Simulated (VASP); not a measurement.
Band structure of Ni (space group P6_3/mmc). Calculation: PBEsol GGA, VASP's PBE PAW potentials (set 64) (plane waves; VASP 6.6.1).

The run has a spin-polarised start.

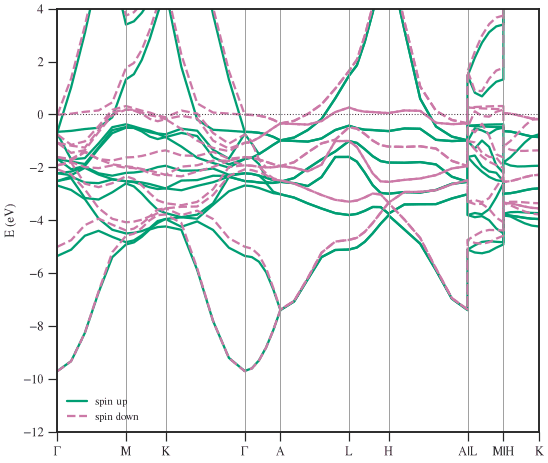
Fig. 1. Bands along high-symmetry lines, zero at the valence-band maximum or, without a gap, the Fermi level

**Question.** Read the plot: is there a gap, and where are the band edges?

**Answer.** It has no gap at this level: it comes out as a metal or semimetal.

The structure comes from a computed database's Ni entry (P6_3/mmc); how it stands against other phases isn't given here. The cell was not relaxed at this level.
